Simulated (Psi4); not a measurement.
Single-point calculation, with input and output: GaHCl₂O

System: GaHCl₂O.
Method: HF/STO-3G, RHF (Psi4 1.11).

A bond length was changed on purpose from its optimised value.

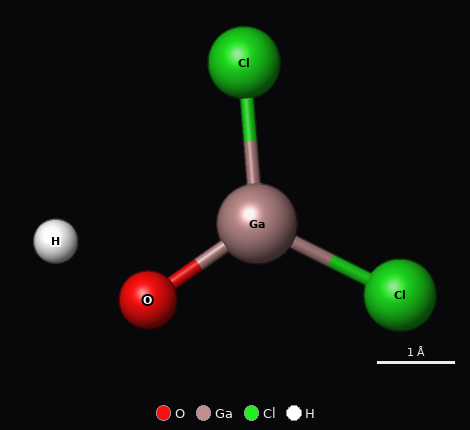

**Figure 1.** The structure (ball-and-stick view, seen on its broad side). Sticks mark near contacts. Bond lengths as drawn: Cl–Ga 2.11 to 2.12 Å and Ga–O 1.76 Å.

### Input (cl2gaho_ase.py)
```python
import numpy as np
from ase.calculators.psi4 import Psi4
from ase import Atoms

a = Atoms(['O', 'Ga', 'Cl', 'Cl', 'H'], positions=[
    [0.589329, 1.113215, 0.491835],
    [0.453329, -0.635885, 0.302735],
    [1.834829, -1.876285, 1.303635],
    [-1.073071, -1.477685, -0.909865],
    [-0.415200, 1.837400, -0.246000],
])
calc = Psi4(atoms=a, method='hf', basis='STO-3G', memory='2200MB', num_threads=1, charge=0, multiplicity=1, label='psi4-calc')
calc.psi4.set_options({'puream': True, 'e_convergence': 1e-09, 'd_convergence': 1e-08, 'scf_type': 'pk'})
a.calc = calc

print(f'energy: {a.get_potential_energy():.6f} eV')
```

Launch command:
```bash
python cl2gaho_ase.py
```

### What the program printed
```
=> Loading Basis Set <=

    Name: STO-3G
    Role: ORBITAL
    Keyword: BASIS

         ---------------------------------------------------------
                                   SCF
                              RHF Reference
                        1 Threads,   2098 MiB Core
         ---------------------------------------------------------

  ==> Geometry <==

    Molecular point group: c1
    Full point group: C1

    Geometry (in Angstrom), charge = 0, multiplicity = 1:

       Center              X                  Y                   Z               Mass
    ------------   -----------------  -----------------  -----------------  -----------------
         O            0.160168216194     2.020761531883     0.220738048333    15.994914619570
         GA           0.024168216194     0.271661531883     0.031638048333    68.925573500000
         CL           1.405668216194    -0.968738468117     1.032538048333    34.968852682000
         CL          -1.502231783806    -0.570138468117    -1.180961951667    34.968852682000
         H           -0.844360783806     2.744946531883    -0.517096951667     1.007825032230

  Running in c1 symmetry.

  Rotational constants: A =      0.13986  B =      0.07083  C =      0.04702 [cm^-1]
  Rotational constants: A =   4192.97497  B =   2123.47073  C =   1409.59966 [MHz]
  Nuclear repulsion =  435.981341025170025

  Charge       = 0
  Multiplicity = 1
  Electrons    = 74
  Nalpha       = 37
  Nbeta        = 37

  ==> Algorithm <==

  SCF Algorithm Type is PK.
  DIIS enabled.
  MOM disabled.
  Fractional occupation disabled.
  Guess Type is SAD.
  Energy threshold   = 1.00e-09
  Density threshold  = 1.00e-08
  Integral threshold = 1.00e-12

  ==> Primary Basis <==

  Basis Set: STO-3G
    Blend: STO-3G
    Number of shells: 22
    Number of basis functions: 42
    Number of Cartesian functions: 43
    Spherical Harmonics?: true
    Max angular momentum: 2

  ==> Integral Setup <==

  Using in-core PK algorithm.
   Calculation information:
      Number of atoms:                   5
      Number of AO shells:              22
      Number of primitives:             66
      Number of atomic orbitals:        43
      Number of basis functions:        42

      Integral cutoff                 1.00e-12
      Number of threads:                 1

  Performing in-core PK
  Using 816312 doubles for integral storage.
  We computed 22261 shell quartets total.
  Whereas there are 32131 unique shell quartets.

  ==> DiskJK: Disk-Based J/K Matrices <==

    J tasked:                  Yes
    K tasked:                  Yes
    wK tasked:                  No
    Memory [MiB]:             1573
    Schwarz Cutoff:          1E-12

  Minimum eigenvalue in the overlap matrix is 3.2259253892E-01.
  Reciprocal condition number of the overlap matrix is 1.8208818589E-01.
    Using symmetric orthogonalization.

  ==> Pre-Iterations <==

  SCF Guess: Superposition of Atomic Densities via on-the-fly atomic UHF (no occupation information).

   -------------------------
    Irrep   Nso     Nmo
   -------------------------
     A         42      42
   -------------------------
    Total      42      42
   -------------------------

  ==> Iterations <==

                        Total Energy        Delta E     RMS |[F,P]|

   @RHF iter SAD: -2881.07053708533431   -2.88107e+03   0.00000e+00
   @RHF iter   1: -2884.10090320166819   -3.03037e+00   1.55304e-02 DIIS/ADIIS
   @RHF iter   2: -2883.92106911008295    1.79834e-01   2.20457e-02 DIIS/ADIIS
   @RHF iter   3: -2884.46894295201992   -5.47874e-01   3.39207e-03 DIIS/ADIIS
   @RHF iter   4: -2884.49933477577542   -3.03918e-02   1.00250e-03 DIIS/ADIIS
   @RHF iter   5: -2884.50390822687314   -4.57345e-03   3.83461e-04 DIIS/ADIIS
   @RHF iter   6: -2884.50424287305123   -3.34646e-04   1.08738e-04 DIIS/ADIIS
   @RHF iter   7: -2884.50431330437232   -7.04313e-05   4.35559e-05 DIIS
   @RHF iter   8: -2884.50432527226121   -1.19679e-05   1.79933e-05 DIIS
   @RHF iter   9: -2884.50432692454433   -1.65228e-06   8.19030e-06 DIIS
   @RHF iter  10: -2884.50432729061367   -3.66069e-07   3.30438e-06 DIIS
   @RHF iter  11: -2884.50432736162429   -7.10106e-08   9.47089e-07 DIIS
   @RHF iter  12: -2884.50432736592165   -4.29736e-09   2.75216e-07 DIIS
   @RHF iter  13: -2884.50432736634184   -4.20187e-10   9.37292e-08 DIIS
   @RHF iter  14: -2884.50432736637640   -3.45608e-11   1.94316e-08 DIIS
   @RHF iter  15: -2884.50432736637686   -4.54747e-13   5.31286e-09 DIIS
  Energy and wave function converged.

  ==> Post-Iterations <==

    Orbital Energies [Eh]
    ---------------------

    Doubly Occupied:

       1A   -374.707819     2A   -103.668575     3A   -103.659658
       4A    -46.776273     5A    -42.000557     6A    -41.991751
       7A    -41.991298     8A    -20.277506     9A    -10.357896
      10A    -10.350079    11A     -7.801201    12A     -7.796492
      13A     -7.796149    14A     -7.793270    15A     -7.788737
      16A     -7.788405    17A     -5.876410    18A     -4.024243
      19A     -4.021127    20A     -4.018855    21A     -1.210927
      22A     -1.018610    23A     -1.003188    24A     -0.544029
      25A     -0.484838    26A     -0.466096    27A     -0.449909
      28A     -0.449438    29A     -0.446787    30A     -0.446383
      31A     -0.443653    32A     -0.401436    33A     -0.392575
      34A     -0.387943    35A     -0.382632    36A     -0.364644
      37A     -0.350062

    Virtual:

      38A      0.163471    39A      0.199169    40A      0.267770
      41A      0.431661    42A      0.489997

    Final Occupation by Irrep:
              A
    DOCC [    37 ]
    NA   [    37 ]
    NB   [    37 ]

  @RHF Final Energy: -2884.50432736637686

   => Energetics <=

    Nuclear Repulsion Energy =            435.9813410251700247
    One-Electron Energy =               -4901.5124331178667489
    Two-Electron Energy =                1581.0267647263201525
    Total Energy =                      -2884.5043273663768559

Computation Completed

Properties will be evaluated at   0.000000,   0.000000,   0.000000 [a0]

Properties computed using the SCF density matrix

 Multipole Moments:

 ------------------------------------------------------------------------------------
     Multipole            Electronic (a.u.)      Nuclear  (a.u.)        Total (a.u.)
 ------------------------------------------------------------------------------------

 L = 1.  Multiply by 2.5417464519 to convert [e a0] to [Debye]
 Dipole X            :          0.6458071           -0.8605454           -0.2147383
 Dipole Y            :         -1.3469353            2.2140756            0.8671404
 Dipole Z            :          0.4312863           -0.5548603           -0.1235739
 Magnitude           :                                                    0.9018400

 ------------------------------------------------------------------------------------

	total time  =          1 seconds =       0.02 minutes
```

### Standard output
```
energy: -78491.360741 eV
```

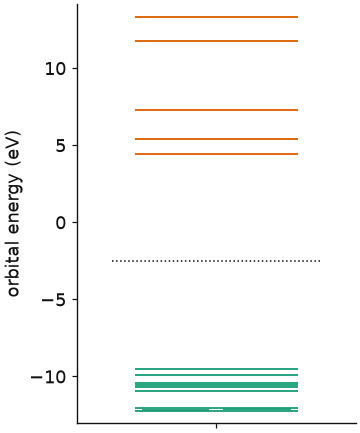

**Figure 2.** Orbital energies near the frontier; the dotted line parts filled from empty levels, and levels within 0.02 eV of each other stand side by side. Highest filled −9.53 eV, lowest empty 4.45 eV, 13.98 eV apart.

### Summary

- outcome: converged
- total energy: −2884.504327 hartree
- basis functions: 42
- HOMO: −9.53 eV
- LUMO: 4.45 eV
- dipole moment: 2.29 D
- hardware: 1 thread of Intel Xeon @ 2.50GHz (Skylake/Cascade Lake), 32 GiB of memory available, shared host
- wall time: 3.6 s
- peak memory: 0.24 GiB
